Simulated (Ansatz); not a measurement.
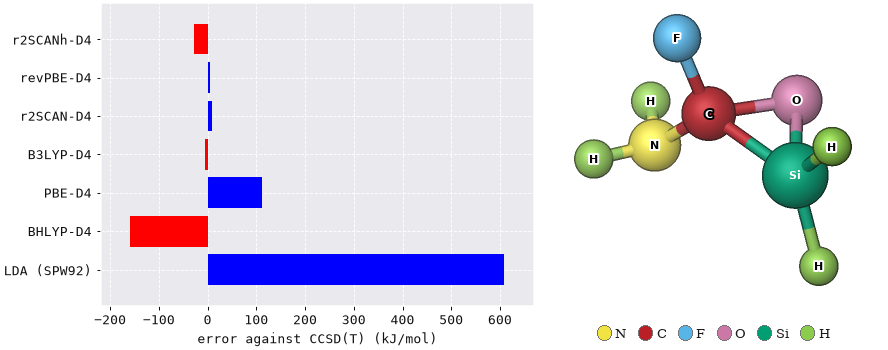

Error in the electronic atomisation energy (method less reference, so positive means overbinding) of CH₄FNOSi, SMILES N[C@]1(F)O[SiH2]1: functionals in def2-TZVPP against frozen-core CCSD(T) at the limit (MP2 extrapolated from triple and quadruple zeta, plus CCSD(T) less MP2 in a smaller set), which gives 3245.8 kJ/mol, at a PBE0-D4/def2-TZVP geometry (a minimum by its frequencies), no zero-point or spin-orbit term, the Ansatz code. The reference leaves out core correlation, a term that grows with the number of heavy atoms.

### What range do the values span?

From −158.4 kJ/mol (BHLYP-D4) to 609.0 kJ/mol (LDA (SPW92)).

### Give the values.

```csv
level,kJ/mol
r2SCANh-D4,−28.1
revPBE-D4,4.0
r2SCAN-D4,9.7
B3LYP-D4,−4.5
PBE-D4,112.0
BHLYP-D4,−158.4
LDA (SPW92),609.0
```
